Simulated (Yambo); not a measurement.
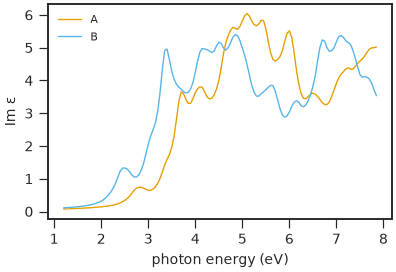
Figure. Two computed absorption spectra of HgO (space group P3_121, No. 152) (Yambo, PBEsol bands with the same scissor, field along x)

Axes are Cartesian, with cell vectors (Å) (3.65, 0.00, 0.00), (-1.83, 3.16, 0.00), (0.00, 0.00, 8.83).

Problem. Which curve includes the electron-hole attraction (BSE)?

Solution. Curve B: the attraction moves weight to lower energy (centre of the plotted range 5.3 eV against 5.6 eV). Settings: 6×6×2 mesh, 17 valence and 6 conduction bands, static screening with 76 bands and a 3 Ry block, scissor 1.06 eV, Tamm-Dancoff. The scissor comes from a G0W0 run whose convergence isn't established. Broadening 0.15 eV. The band window holds all transitions up to 7.9 eV. On this mesh the peak heights and the fine structure are mesh artefacts; only the shift of weight is robust.

Spin-orbit coupling is not included.

Geometry relaxed with PBE+D3(BJ); primitive cell a = b = 3.6511 Å, c = 8.8290 Å, α = β = 90.00°, γ = 120.00°.

The structure is a Materials Project entry; no match was found in the copy of COD used, and its stability was not checked.
